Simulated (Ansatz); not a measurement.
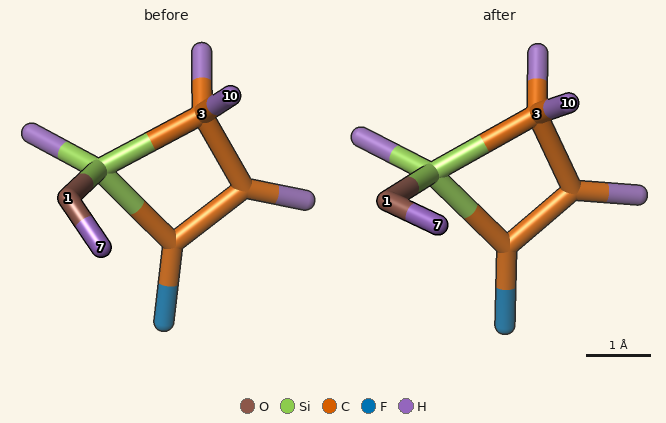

The structure of C₃H₅FOSi before (left) and after (right) a relaxation, at one scale.

The picture is a stick view, seen at a tilt.

The run prepares the start of a later molecular dynamics calculation, from a guessed geometry.

Method: RKS PBE-D4/STO-3G in Ansatz.

Input
```yaml
crystal:
  periodic: [false, false, false]
  atoms:
    - { symbol: O, position_ang: [-0.3245, -2.0241, -1.0588] }
    - { symbol: Si, position_ang: [-0.4943, -0.936, 0.2052] }
    - { symbol: C, position_ang: [1.005, 0.085, 0.6045] }
    - { symbol: C, position_ang: [0.3855, 1.3455, 0.083] }
    - { symbol: C, position_ang: [-0.8905, 0.8198, -0.2825] }
    - { symbol: F, position_ang: [-1.9912, 1.4105, -0.799] }
    - { symbol: H, position_ang: [-0.3054, -1.5621, -1.9432] }
    - { symbol: H, position_ang: [-1.2034, -1.4632, 1.3557] }
    - { symbol: H, position_ang: [1.2882, 0.1155, 1.7269] }
    - { symbol: H, position_ang: [1.9344, -0.2142, 0.0862] }
    - { symbol: H, position_ang: [0.6616, 2.3662, 0.0425] }
basis:
  gaussian: { orbitals: STO-3G }
hamiltonian:
  xc: pbe
  dispersion: d4
relax:
  f_tol: 0.02
  max_steps: 40
scf:
  lower_state_search: "off"
```

Command:
```bash
ansatz run input.yaml --threads 1 --pin off --max-ram 2048MiB --backend cpu --events-out ev --progress --plain --runs-dir out
```

**Summarise the run.**

The atom that moves furthest after the best rigid fit is H7 (0.39 Å). Largest moves by element: H 0.39 Å, O 0.23 Å, F 0.19 Å, C 0.11 Å, Si 0.06 Å. Some distances before and after: Si2–C3 1.857 → 1.912 Å, C4–C5 1.428 → 1.374 Å, C3–H9 1.158 → 1.108 Å, C4–H11 1.058 → 1.105 Å. Among the angles between lasting bonds that change: O1–Si2–H8 114.3° → 104.3°, C3–C4–H11 135.8° → 125.8°, Si2–O1–H7 111.7° → 103.1°. Groups turn about O1–Si2 by about 30°. After 5 accepted moves (6 points after the start) the energy has fallen by 0.630 eV. Largest force component: 4.6 eV/Å at the start, 0.018 eV/Å at the end. The line search rejected the trial step at point 3 of the run. The run took 15 s on 1 thread of Arm Neoverse V2, on a shared host, peak memory 0.14 GiB.

Limits of the set-up: STO-3G is a minimal basis, so the numbers are rough.
